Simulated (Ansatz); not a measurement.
# GaH6P: ladder of basis sets in Python

How does the energy of GaH6P converge with the basis? Aim: a ladder of basis sets, for GaH6P, run from a script. SMILES: [PH3+][GaH3-].

All numbers are computed with the Python package of Ansatz 0.2.0. The levels of theory stand in the script.

## (1) The system

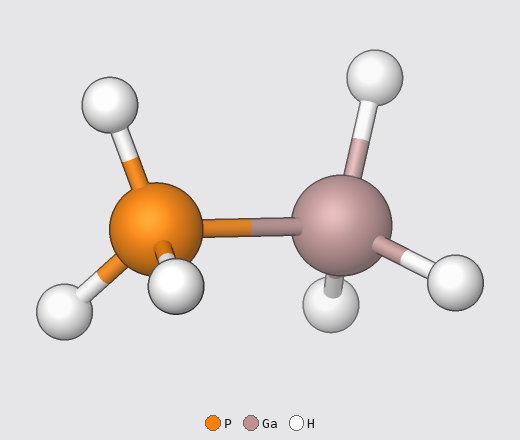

The starting structure, viewed from a chosen angle; phosphorus orange, gallium pink, hydrogen white.

The script holds or builds the structure itself.

## (2) The script

Contents of gah6p.py:

```python
import ansatz as az

GEOMETRY = """
P    -0.55320   -0.01810   -1.00030
Ga    0.55710   -0.04070    0.96100
H    -1.83200   -0.69840   -0.88770
H     0.25410   -0.53340   -2.03790
H    -0.89550    1.35700   -1.35500
H     0.76140    1.47740    1.51260
H     2.02620   -0.71520    0.71760
H    -0.22590   -0.88570    2.03400
"""

gah6p = az.Crystal.molecule()
for line in GEOMETRY.strip().splitlines():
    symbol, *xyz = line.split()
    gah6p = gah6p.atom(symbol, [float(v) for v in xyz])

calc = gah6p.calculation().functional("PBE0")

energies = {}
for basis in ["cc-pVDZ", "cc-pVTZ"]:
    rep = calc.basis(gaussian=basis).run(threads=1, backend="cpu").report
    size = rep["n_frozen"] + rep["n_occupied"][0] + rep["n_virtual"][0]
    energies[basis] = (rep["reference_energy_ev"] / 27.211386246, rep["free_energy_ev"] / 27.211386246)
    print(f"{basis:14s} {size:4d} orbitals  reference {energies[basis][0]:14.6f} Ha  total {energies[basis][1]:14.6f} Ha")

last = energies["cc-pVTZ"][1]
for basis, (_, total) in energies.items():
    print(f"{basis:14s} lies {27.211386 * (total - last):9.4f} eV above cc-pVTZ")
```

## (3) The input behind the calls

The package turns the script's settings into the engine's input (first run):

```yaml
crystal:
  periodic: [false, false, false]
  atoms:
    - { symbol: P, position_ang: [-0.5532, -0.0181, -1.0003] }
    - { symbol: Ga, position_ang: [0.5571, -0.0407, 0.961] }
    - { symbol: H, position_ang: [-1.832, -0.6984, -0.8877] }
    - { symbol: H, position_ang: [0.2541, -0.5334, -2.0379] }
    - { symbol: H, position_ang: [-0.8955, 1.357, -1.355] }
    - { symbol: H, position_ang: [0.7614, 1.4774, 1.5126] }
    - { symbol: H, position_ang: [2.0262, -0.7152, 0.7176] }
    - { symbol: H, position_ang: [-0.2259, -0.8857, 2.034] }
basis:
  gaussian:
    orbitals: cc-pVDZ
hamiltonian:
  xc: pbe0
```

## (4) The run

Launch:

```bash
python gah6p.py
```

Log:

```text
cc-pVDZ          75 orbitals  reference   -2269.322613 Ha  total   -2269.322613 Ha
cc-pVTZ         161 orbitals  reference   -2269.411169 Ha  total   -2269.411169 Ha
cc-pVDZ        lies    2.4097 eV above cc-pVTZ
cc-pVTZ        lies    0.0000 eV above cc-pVTZ
```

It took 7.3 s on 1 thread of Arm Neoverse V1, shared host; peak memory 0.37 GiB.

## (5) What changed from run to run

The engine's inputs for the other runs:

Run 2, against run 1:

```diff
@@ -14 +14 @@
-    orbitals: cc-pVDZ
+    orbitals: cc-pVTZ
```

## (6) The runs side by side

From the records of these 2 runs:

| run | basis | energy (eV) | SCF cycles | CPU time (s) |
| --- | --- | --- | --- | --- |
| 1 | cc-pVDZ | -61751.4141 | 15 | 2.5 |
| 2 | cc-pVTZ | -61753.8239 | 14 | 4.4 |

## (7) Summary of results

| quantity | value |
| --- | --- |
| runs compared | 2 |

**Reading.** Against cc-pVDZ: cc-pVTZ -88.6 mHa. The last step alone is -88.56 mHa. From the first set to the last the time grows from 2.5 to 4.4 s. Reading the output:
- The drop along the ladder measures the basis error, and is no property of the molecule.
- The geometry is a force-field or estimated start, not a minimum of this method, and the last set is no limit. Much of the fall in a total is atomic energy, which cancels in bond and reaction energies.
- For Al to Cl the sets with a tight d function, cc-pV(X+d)Z, are usual.
